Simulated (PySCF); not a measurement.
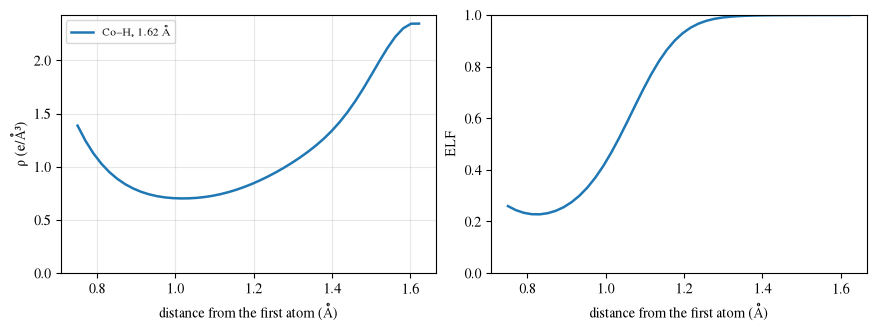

Figure 1: CoH (charge −1, quartet). Total electron density and ELF along straight lines between neighbouring atoms. The curves leave out the atomic cores.

Computed with PBE0/def2-TZVPPD, non-relativistic Hamiltonian with scalar-relativistic core potentials where named, at a bond length of 1.622 Å (PySCF 2.14.0).

```yaml
atoms:
  - { symbol: Co, position_ang: [0.0000, 0.0000, -0.0273] }
  - { symbol: H, position_ang: [0.0000, 0.0000, 1.5947] }
```

Q: What can be read from the curves?

A: Co–H (1.62 Å): ρ is about 1 e/Å³ halfway; the ELF climbs to about 1 towards the hydrogen.
